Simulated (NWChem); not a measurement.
# CH3BF (SMILES C[B]F) at UBP86/pcseg-1

Aim: the vertical ionisation energy of CH3BF at UBP86/pcseg-1, from 2 runs. 

The calculation is run with NWChem 7.3.0.

4 further runs of the same task are left out: 1 that didn't finish, 3 set aside as unsound or not needed.

## Step 1: The system as given

CH3BF has 6 atoms, charge 0, and is taken as a doublet. As SMILES, `C[B]F`. The shape is that of a PBE0-D4/def2-TZVP optimisation.

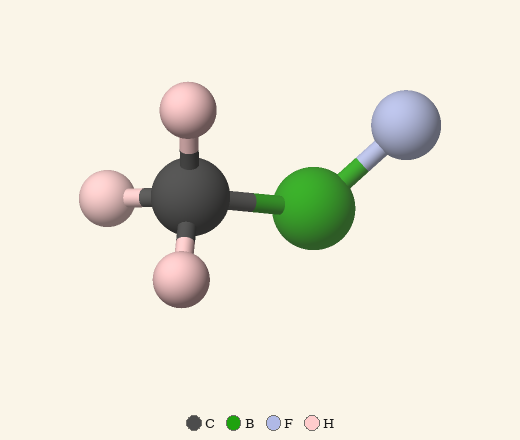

The structure, seen from a chosen angle (carbon dark grey, boron green, fluorine light blue, hydrogen pink).

## Step 2: The energy at UBP86/pcseg-1

Input file ch3bf.nw:

```
echo
START ch3bf
TITLE "CH3BF BP86"
memory 2200 mb
charge 0

GEOMETRY units angstrom noautosym nocenter noautoz
C       -0.303700       0.310500      -0.173700
B        0.287400      -1.067600       0.235500
F        1.486600      -1.228900       0.739300
H       -1.223500       0.495700       0.389500
H        0.393200       1.138600      -0.009600
H       -0.597900       0.287900      -1.227200
END

BASIS "ao basis" spherical bse
* library pcseg-1
END

DFT
xc becke88 perdew86
mult 2
grid fine
convergence energy 1e-08
maxiter 100
mulliken
noprint "final vectors analysis"
END

TASK dft energy
```

On the command line:

```sh
nwchem ch3bf.nw > ch3bf.out
```

Output, cut to the lines that bear on the results:

```text
[...]
          Wavefunction type:  spin polarized.
          No. of atoms     :     6
          No. of electrons :    23
[...]
          Charge           :     0
          Spin multiplicity:     2
[...]
          AO basis - number of functions:    57
[...]
              XC Information
              --------------
                    Becke 1988 Exchange Functional  1.000
                Perdew 1981 Correlation Functional  1.000 local
                Perdew 1986 Correlation Functional  1.000 non-local
[...]
 d= 0,ls=0.0,diis     1   -164.4861120952 -2.22D+02  1.27D-02  1.19D-01     0.9
[...]
 d= 0,ls=0.0,diis    11   -164.5479747444 -2.83D-09  2.68D-07  2.65D-10     8.4
[...]
         Total DFT energy =     -164.547974744414
      One electron energy =     -338.983048266582
           Coulomb energy =      137.876192092596
    Exchange-Corr. energy =      -21.026056648954
 Nuclear repulsion energy =       57.584938078526
[...]
      Total Density - Mulliken Population Analysis
     ---------------------------------------------
    Atom       Charge   Shell Charges
 -----------   ------   -------------------------------------------------------
    1 C    6     6.45   1.99  0.73  0.44  2.19  1.08  0.02
    2 B    5     4.78   1.99  0.68  0.45  1.33  0.24  0.08
    3 F    9     9.17   2.00  0.96  0.93  3.44  1.84  0.01
    4 H    1     0.86   0.75  0.09  0.02
    5 H    1     0.88   0.75  0.12  0.02
    6 H    1     0.86   0.75  0.09  0.02
[...]
      <S2> =      0.7514 (Exact =     0.7500)
[...]
```

Run time: 9 s. Hardware: 1 thread of Intel Xeon Platinum 8375C at 2.90GHz (Ice Lake), shared host; peak memory 0.12 GiB.

## Step 3: The singlet cation, same level

Input file ch3bf.nw:

```
start ch3bf
memory stack 880 mb heap 220 mb global 1100 mb
charge 1

geometry units bohr noautosym nocenter noautoz
C   -0.57390982   0.58675996  -0.32824543
B    0.54310729  -2.01747161   0.44503050
F    2.80926686  -2.32228443   1.39707452
H   -2.31207991   0.93673724   0.73604833
H    0.74304031   2.15164217  -0.01814137
H   -1.12986725   0.54405215  -2.31907190
end

basis "ao basis" spherical bse
C library pcseg-1
B library pcseg-1
F library pcseg-1
H library pcseg-1
end

dft
xc becke88 perdew86
mult 1
grid fine
convergence energy 1e-08
maxiter 100
mulliken
print low
end

task dft energy
```

On the command line:

```sh
nwchem ch3bf.nw > ch3bf.out
```

Output, cut to the lines that bear on the results:

```text
[...]
 d= 0,ls=0.0,diis     1   -164.0030919345 -2.22D+02  4.72D-02  2.44D+00     0.8
[...]
 d= 0,ls=0.0,diis    11   -164.2401798084  8.34D-10  3.17D-07  4.57D-10     5.6
         Total DFT energy =     -164.240179808381
      One electron energy =     -332.297618822809
           Coulomb energy =      131.139021686201
    Exchange-Corr. energy =      -20.666516621254
 Nuclear repulsion energy =       57.584933949482
[...]
      Total Density - Mulliken Population Analysis
     ---------------------------------------------
    Atom       Charge   Shell Charges
 -----------   ------   -------------------------------------------------------
    1 C    6     6.44   1.99  0.74  0.47  2.18  1.03  0.01
    2 B    5     4.26   1.99  0.77  0.17  1.16  0.10  0.08
    3 F    9     9.01   2.00  0.98  0.93  3.40  1.70  0.01
    4 H    1     0.77   0.72  0.03  0.02
    5 H    1     0.75   0.71  0.02  0.02
    6 H    1     0.77   0.72  0.03  0.02
[...]
```

It took 6.3 s on 1 thread of Intel Xeon Platinum 8375C at 2.90GHz (Ice Lake), shared host; peak memory 0.12 GiB.

## Step 4: Outcome

Level: UBP86/pcseg-1.

```
                                          quantity          value
                       doublet CH3BF: total energy  -164.54797 Eh
                      doublet CH3BF: dipole moment         1.34 D
                               doublet CH3BF: ⟨S²⟩          0.751
                      singlet cation: total energy  -164.24018 Eh
vertical ionisation energy (to the singlet cation)       8.376 eV
```

**Reading.** Removing an electron at fixed nuclei costs 8.38 eV (193 kcal/mol). Only the singlet of the ionised species was computed; a triplet could lie lower. Mulliken charges (doublet CH3BF) run from -0.45 on C1 to +0.22 on B2; they depend strongly on the basis. Mulliken charges (singlet cation) run from -0.44 on C1 to +0.74 on B2; they depend strongly on the basis.
